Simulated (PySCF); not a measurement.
Molecule: SMILES C(C)(C)(C)c1sc(F)cc1. Atoms near the plane z = 1.5 Å, at the GFN2-xTB optimised geometry (x, y, z in Å): C1 (-0.4, -2.6, 0.0), C2 (-1.2, -1.3, 0.0), C3 (-2.1, -1.2, 1.3), C5 (-0.2, -0.1, 0.0), C6 (1.1, -0.1, 0.0), C7 (1.7, 1.2, 0.0), C8 (0.8, 2.1, 0.0), F9 (1.0, 3.4, 0.0), S10 (-0.8, 1.5, 0.0), H11 (-1.1, -3.4, 0.0), H13 (0.2, -2.7, 0.9), H14 (-1.4, -1.2, 2.2), H15 (-2.6, -0.3, 1.3), H16 (-2.8, -2.0, 1.3), H20 (1.7, -1.0, 0.0), H21 (2.8, 1.4, 0.0).

Computed with CAM-B3LYP/def2-SVP in PySCF. Cells within 0.4 Å of a nucleus heavier than hydrogen are left out (blank, or x). The values are rescaled to run from 0 to 1.

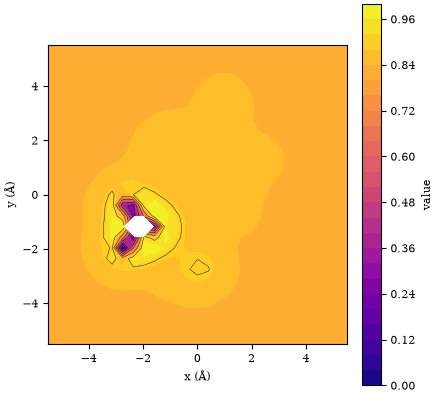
Fig. 1. a field on the plane z = 1.5 Å.

Problem. Which quantity is mapped?
A) an orbital amplitude
B) electrostatic potential
C) deformation density (molecule minus spherical neutral atoms)
D) Laplacian of the electron density

Solution. D, Laplacian of the electron density. In full: Laplacian of the electron density (e/bohr⁵).
